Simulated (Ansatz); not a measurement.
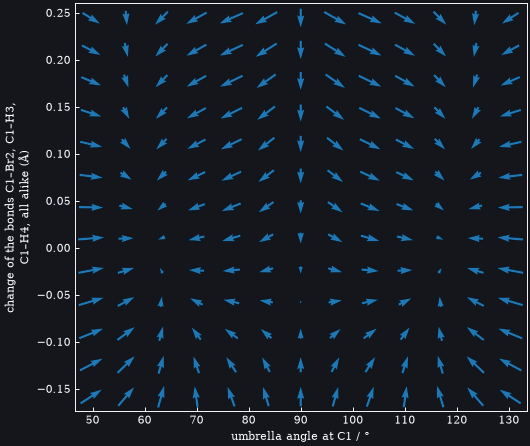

CH₂Br, SMILES [CH2-]Br, charge −1. 
- Coordinates scanned: (1) umbrella angle at C1 (between each of its bonds and their common axis; 90 is planar); (2) change of the bonds C1–Br2, C1–H3, C1–H4, all alike.
- Nothing is relaxed (all other coordinates rigid).
- Grid: 13 × 13 points; 91 points were computed and 78 follow by symmetry.
- Points are written as (first, second).
- Level of theory: RKS PBE0-D4/def2-TZVPD in Ansatz 0.2.0.

In the figure: arrows along the force (downhill), their lengths compressed.

Q: The arrows alone are given. Where are the wells?

A: The arrows converge at about (62°, 0.000 Å); about (118°, 0.00 Å) (read from the interpolated surface).

The energy map of the same scan:

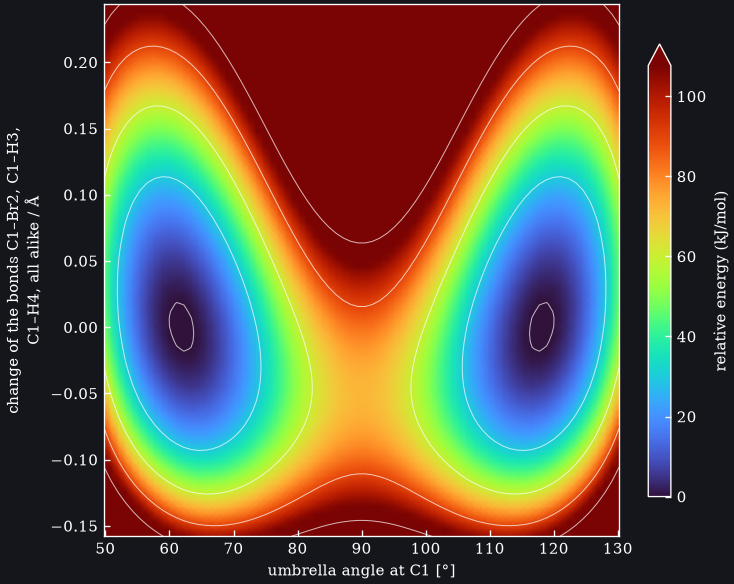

Energies are in kJ/mol, from the lowest grid point; between grid points the surface is interpolated.
